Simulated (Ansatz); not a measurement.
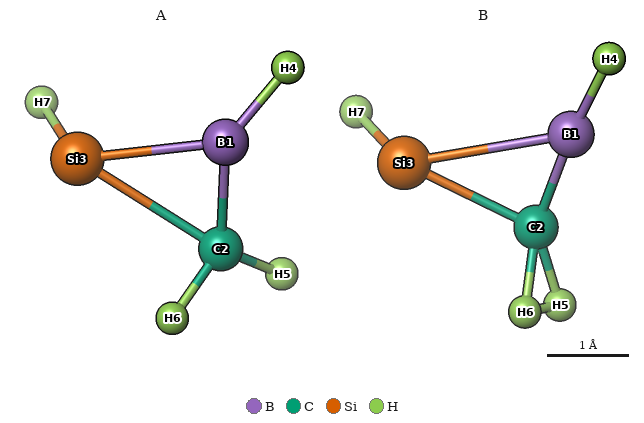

Two geometries of CH4BSi (multiplicity 2), drawn at one scale. One is the start of a relaxation, the other its converged end. Style: ball-and-stick. Shown at a tilt.

All numbers below come from UKS PBE-D4/def2-SVP (Ansatz 0.2.0). (force threshold 0.03 eV/Å; at most 250 steps)

**Which geometry has the lower energy?**

Structure A is the relaxed one. It is one of the separated reactants of a reaction. The energy falls by 479.2 kJ/mol in 15 accepted moves (17 points after the start). The largest force component goes from 11 to 0.005 eV/Å. The line search rejected the trial steps at points 13, 16 of the run. The atom that moves furthest after the best rigid fit is H5 (0.73 Å). By element the largest moves are H 0.73 Å, B 0.33 Å, C 0.29 Å, Si 0.12 Å. Among the contacts that change: H5–H6 0.646 → 1.835 Å, C2–Si3 1.817 → 2.096 Å, B1–Si3 2.179 → 1.950 Å, B1–C2 1.379 → 1.493 Å. Bonds break, among them: H5–H6 (0.65 → 1.84 Å). Bond angles that change, for instance: H5–C2–H6 35.1° → 111.8°, C2–B1–H4 174.6° → 137.6°, B1–C2–H5 145.3° → 122.4°. The run took 27 s on 2 threads of Intel Xeon Platinum 8488C (shared host).
